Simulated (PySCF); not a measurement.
```xyz
6

C    -0.5159   -0.1575    0.0543
C     0.8663    0.2485   -0.1078
P     2.3343    0.6769   -0.2729
H    -1.1962    0.6240   -0.2968
H    -0.7247   -1.0682   -0.5144
H    -0.7426   -0.3550    1.1060
```

Geometry: PBE0-D3(BJ)/def2-TZVP.

Theory: PBE0/pcSseg-2, SCF density, gas phase, non-relativistic (PySCF).

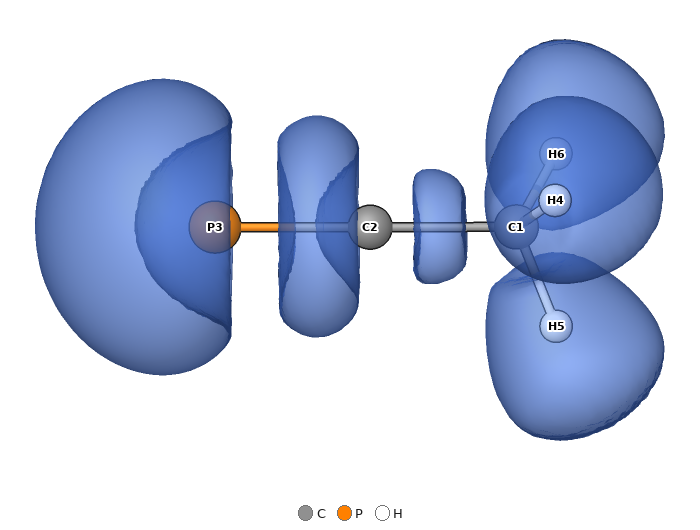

C2H3P. Isosurface of the ELF at 0.75 (blue), seen across its widest extent. Core shells and regions of very low density are left out.

What do the ELF domains correspond to?

Answer. The surface consists of one region between bonded C–C atoms (shared pairs), one region between bonded C–P atoms (shared pairs), three regions around hydrogen nuclei and one lobe on P, pointing away from the bonds (lone pairs).

Values along the shortest contacts:
C–C (1.45 Å): the ELF peaks at about 0.95 between the atoms (localised, covalent bonding). C–P (1.54 Å): the ELF peaks at about 0.85 between the atoms; localised, covalent bonding.
